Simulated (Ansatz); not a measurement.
# CH4BFO2: how energies converge with the basis set

Aim: see how fast density functionals converge with the basis set for CH4BFO2.

Computed with Ansatz 0.2.0, Gaussian basis. Level: one geometry, several basis sets.

Plan: PBE0-D4/def2-SVP; ωB97M-V/def2-SVP; PBE0-D4/def2-QZVPP; ωB97M-V/def2-QZVPP; the functionals' def2-TZVPP values are taken from earlier runs.

### Step 1. The geometry

An earlier PBE0-D4 in a triple-zeta def2 set relaxation fixed the geometry.

9 atoms, charge 0, spin multiplicity 1.

Atoms are counted from 1 here; the program's logs count them from 0.

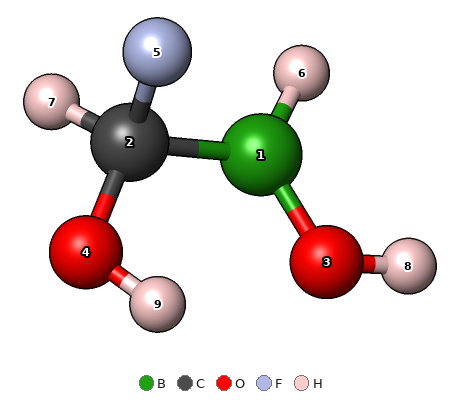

The structure; boron green, carbon dark grey, oxygen red, fluorine light blue, hydrogen pink; atoms are numbered from 1 in the order of the file.

### Step 2. PBE0-D4 in def2-SVP

in.yaml reads:

```yaml
crystal:
  periodic: [false, false, false]
  atoms:
    - {symbol: B, position_ang: [-0.129881, -0.145530, -0.803214]}
    - {symbol: C, position_ang: [0.415518, 0.746509, 0.398116]}
    - {symbol: O, position_ang: [-0.826552, -1.240691, -0.435215]}
    - {symbol: O, position_ang: [-0.139716, 0.478757, 1.622551]}
    - {symbol: F, position_ang: [1.797472, 0.446885, 0.414956]}
    - {symbol: H, position_ang: [0.099088, 0.101067, -1.952382]}
    - {symbol: H, position_ang: [0.354701, 1.827716, 0.246982]}
    - {symbol: H, position_ang: [-1.094757, -1.808997, -1.161012]}
    - {symbol: H, position_ang: [-0.387375, -0.452315, 1.652218]}
basis:
  gaussian: {orbitals: def2-SVP}
hamiltonian: {xc: pbe0, dispersion: d4}
output: {orbitals: {seedname: orbitals}}
```

Started as:

```bash
ansatz run in.yaml --threads 2 --pin off --events-out ev --progress --plain --max-ram 4352MiB
```

Further steps of the session: ωB97M-V in def2-SVP; PBE0-D4 in def2-QZVPP; ωB97M-V in def2-QZVPP.

Before running them: what should the planned runs give, taken together? Wanted: PBE0-D4: double and triple zeta above quadruple; ωB97M-V: double and triple zeta above quadruple.

As calculated:

| quantity | value |
| --- | --- |
| PBE0-D4: double and triple zeta above quadruple | 10.75, 0.47 eV |
| ωB97M-V: double and triple zeta above quadruple | 11.00, 0.45 eV |

In words: PBE0-D4 gains 10.27 eV from double to triple zeta, then 0.47 eV more. Total energies overstate the basis error of differences, where much of it tends to cancel. The LUMO of ωB97M-V is positive and keeps falling with the basis (1.63 to 1.01 eV): an unbound level that the basis holds in place.
